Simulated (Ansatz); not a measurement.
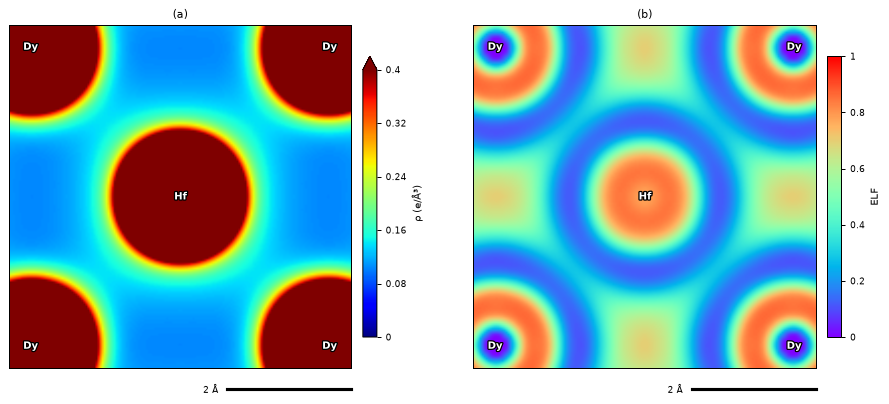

The picture shows: Dy$_{3}$Hf. (a) valence pseudo-density; (b) electron localisation function on the (010) plane of the conventional cell.

Space group Pm-3m; a structure generated by program, which may or may not match a known phase; computed without spin polarisation; no Hubbard U on the f states and no spin–orbit coupling.

These are results of DFT PBE, scalar-relativistic, plane waves, PAW; 4f electrons in the core of a trivalent norm-conserving potential (Ansatz), not measurements.

Core electrons are replaced by pseudopotentials, and the valence fields are smoothed inside the atomic spheres.

```xyz
4
Lattice="4.8227 0.0000 0.0000 0.0000 4.8227 0.0000 0.0000 0.0000 4.8227" Properties=species:S:1:pos:R:3 pbc="T T T"
Dy    0.0000    2.4113    2.4113
Dy    2.4113    2.4113    0.0000
Dy    2.4113    0.0000    2.4113
Hf    0.0000    0.0000    0.0000
```

### Describe what can be read from this map.

- The plane passes through Dy and Hf nuclei.
- Dy–Hf (3.41 Å): ρ is about 0.14 e/Å³ halfway; the ELF is about 0.30 at the midpoint (no shared electron pair shows on this line).
- Between the atoms the lowest density in this plane is 0.1 e/Å³.
- The features right at Dy and Hf lie inside the core regions, where the map follows smoothed inner orbitals and isn't to be read closely.
